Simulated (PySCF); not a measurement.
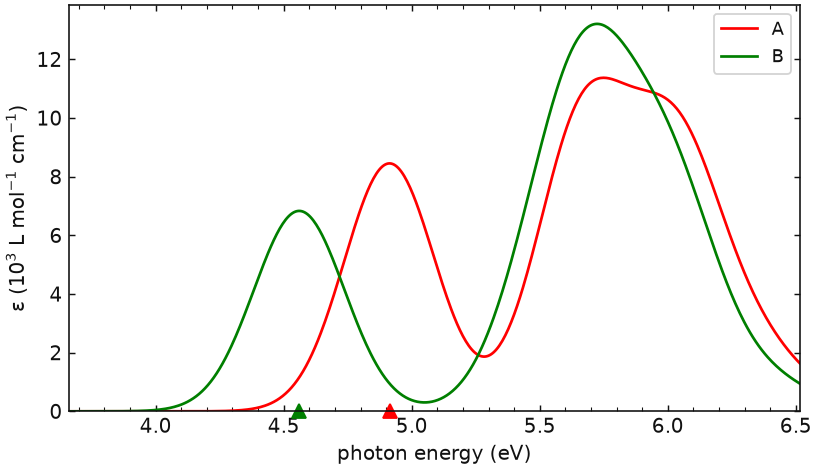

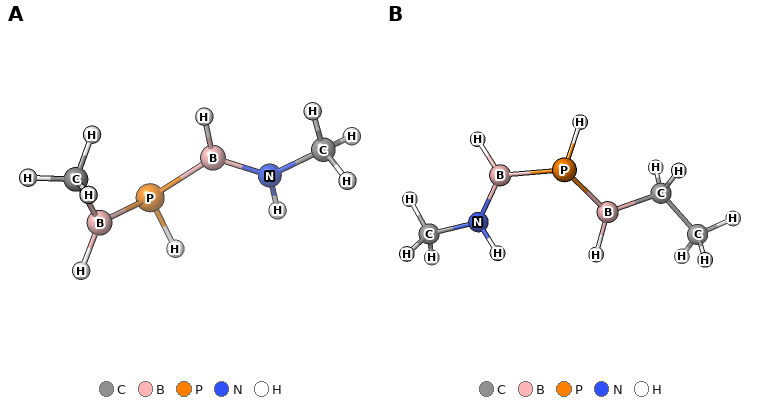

Related molecules: A is C₂H₁₀B₂NP, SMILES CBPBNC; B is C₃H₁₂B₂NP, SMILES CCBPBNC. Vertical TDDFT absorption, B3LYP/def2-SVPD, PySCF, at a GFN2-xTB geometry (no frequency check); Gaussians of 1/e half-width 0.25 eV, triangles mark S1, and the range ends where the computed states of one molecule run out.

**How does the lowest singlet move?**

A: 4.91 eV (f = 0.130, mainly HOMO → LUMO (92 %)); B: 4.56 eV (f = 0.105, mainly HOMO → LUMO (93 %)). From A to B it shifts 0.35 eV to the red.

**And the brightest state of each within the range drawn?**

A: S2 at 5.67 eV, f = 0.15; B: S3 at 5.70 eV, f = 0.14.

Caveats, for all or some of the runs: core orbitals are frozen in the response; one conformer of a flexible molecule; states above the negative HOMO energy depend on the basis; the tight-binding geometry is rougher than a DFT one and adds to the error.
